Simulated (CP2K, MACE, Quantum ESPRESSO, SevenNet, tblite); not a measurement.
**Site energies of C in place of Si in random rutile alloy of IrO2 and SiO2 (96 atoms) across programs**

Aim: compare the energies of C in place of Si at unlike sites of random rutile alloy of IrO2 and SiO2 (96 atoms), with plane waves as the reference.

Results are calculated, not measured.

### Step 1. Set-up

The cell holds 96 atoms (24 Si, 64 O and 8 Ir), with edges of 8.52, 8.52 and 11.15 Å. Recipe: rutile IrO2, 2 x 2 x 4 conventional cells, 24 of 32 Ir sites given to Si at random (x = 0.750), lattice by Vegard's rule (cell 4.259, 4.259, 2.787, 90, 90, 90); every coordinate displaced by a Gaussian of 0.07 Å. Then the atoms were relaxed with MACE MP-0b3 medium in the fixed cell.

### Step 2. The reference input

Quantum ESPRESSO 7.5: Kohn-Sham DFT, PBE, SSSP efficiency 1.3.0 pseudopotentials, plane waves. Its input, pw.in, for the unchanged cell:

```
&control
  calculation = 'scf'
  pseudo_dir = './pseudo'
  outdir = './tmp'
  disk_io = 'none'
  tprnfor = .true.
  tstress = .true.
/
&system
  ibrav = 0
  nat = 96
  ntyp = 3
  ecutwfc = 60
  ecutrho = 480
  nosym = .true.
  occupations = 'smearing'
  smearing = 'fd'
  degauss = 0.003675
/
&electrons
  conv_thr = 4.8e-07
  electron_maxstep = 100
  mixing_beta = 0.2
  mixing_mode = 'local-TF'
  diagonalization = 'david'
/
ATOMIC_SPECIES
Si 28.085 Si.upf
O 15.999 O.upf
Ir 192.217 Ir.upf
CELL_PARAMETERS angstrom
8.51760 0.00000 0.00000
0.00000 8.51760 0.00000
0.00000 0.00000 11.14920
ATOMIC_POSITIONS crystal
Si 0.00228 0.99291 0.99985
Si 0.24301 0.23981 0.12007
O 0.15127 0.14274 0.00050
O 0.34111 0.32912 0.00101
[... 90 atom lines left out ...]
O 0.59490 0.89478 0.87805
O 0.90362 0.60851 0.89272
K_POINTS gamma
```

```console
$ OMP_NUM_THREADS=1 mpirun -np 4 pw.x -in pw.in > output.txt
```

Run time: 4.2 min. Hardware: 4 MPI ranks of Arm Neoverse V1, shared host; peak memory 2.9 GiB.

It converged with an r.m.s. force component of 0.29 eV/Å and a pressure of 12 GPa.

### Step 3. Programs and settings

The levels share the cells and solve them as single points, though not every level runs every cell. CPU time is summed over a level's finished runs, on a host shared with the other runs, so it is rough; the force column is the median over cells of the r.m.s. difference of force components from the reference.

```
                level                      basis or training data  k-points  runs finished  CPU time  peak memory (GiB)  force difference (meV/Å)
              QE, PBE     plane waves, SSSP efficiency, 60/480 Ry         Γ         4 of 4    68 min                3.0                 reference
CP2K double zeta, PBE  DZVP-MOLOPT-SR, GTH-PBE potentials, 600 Ry         Γ         3 of 3    37 min                4.1                        85
      tblite GFN1-xTB  tight binding with its own dispersion term         Γ         3 of 3      21 s               0.13                       483
   MACE MP-0b3 medium          trained on PBE(+U) plane-wave data         -         4 of 4      43 s                1.3                       318
           SevenNet 0          trained on PBE(+U) plane-wave data         -         4 of 4      40 s                1.2                       335
```

The reference's own r.m.s. force component runs from 294 to 323 meV/Å over these cells. MACE MP-0b3 medium relaxed the atoms, so in the cells that it relaxed its own forces are small, and its entry isn't an independent test there.

### Step 4. The sites

Each changed cell was relaxed with MACE MP-0b3 medium before the single points. Neighbours are the site's nearest atoms before the change.

```csv
site,nearest atoms,their mean distance (Å),atoms within 6 Å,largest move on relaxing (Å),longest force left in the reference (eV/Å)
Si91,O6,1.79,101,0.99,1.26
Si86,O6,1.80,100,0.98,1.52
Si37,O6,1.77,102,0.91,1.33
```

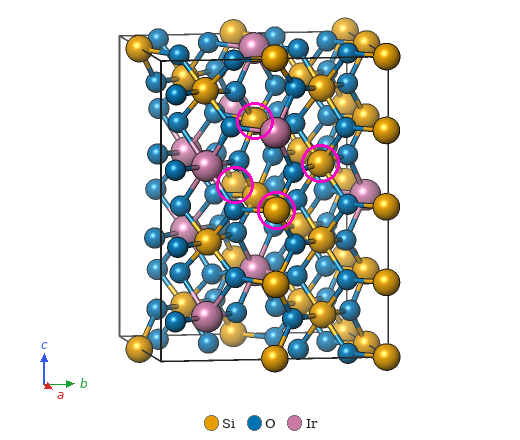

The unchanged cell with the tried sites ringed (silicon orange, oxygen blue, iridium pink). Some periodic images of atoms are drawn too.

### Step 5. Site energies

All changed cells hold the same atoms, so within one level their energies compare with no chemical potential. Energies in eV, less that of Si91, the reference's cheapest site; the last column is the largest deviation from the reference once each row's mean is taken off.

```csv
level,Si91,Si86,Si37,cheapest,largest deviation
"QE, PBE",0.00,0.25,1.69,Si91,-
"CP2K double zeta, PBE",0.00,0.25,1.71,Si91,0.02
tblite GFN1-xTB,0.00,0.04,1.25,Si91,0.22
MACE MP-0b3 medium,0.00,0.17,1.57,Si91,0.07
SevenNet 0,0.00,0.50,1.10,Si91,0.47
```

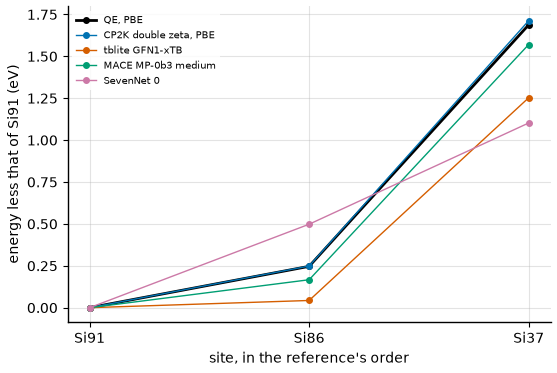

Site energies by level.

### Step 6. Outcome

In the reference the cheapest site is Si91 (O6) and the dearest Si37 (O6), 1.7 eV higher. All 4 other levels pick the same cheapest site, and all give the whole order. CP2K double zeta, PBE follows the reference most closely (0.02 eV at worst) and SevenNet 0 least (0.47 eV).

The other programs at PBE deviate by 0.02 eV at most, the learned potentials by 0.07 to 0.47 eV.

Caveats: The geometries are those of MACE MP-0b3 medium; forces of up to 1.5 eV/Å remain in the reference, so relaxing in DFT would lower the energies, by amounts that can differ from site to site and can change the order. For MACE MP-0b3 medium alone these are relaxed energies. Defects interact with their periodic images. Only 3 of the 24 Si sites are compared. Learned potentials don't solve for electrons, so the charge or spin state of a defect can't be set in them. The reference has no spin polarisation, so moments on Ir can't form in it, and no Hubbard term. The reference samples only Γ, in a cell whose shortest periodic width is 9 Å. Spin–orbit coupling is left out, which matters for the levels of the heavy elements. The reference isn't exact: its cutoffs and mesh weren't converged further here. The learned potentials mimic data converged in k, so the sampling error of the reference's coarse mesh counts against them here, while programs on the same mesh share it. Where levels are smeared, the DFT runs use Fermi–Dirac occupations at 580 K (0.05 eV), and energies are free energies.

[Logs are printed without paths, hosts, clocks, repeated set-up lines and the standing remarks that a program may print on its own settings, such as how far it seeks lower states.]

[Hosts, paths, dates, database ids (printed as entryN), source tags and the programs' standing remarks are cut or masked in the printed files.]
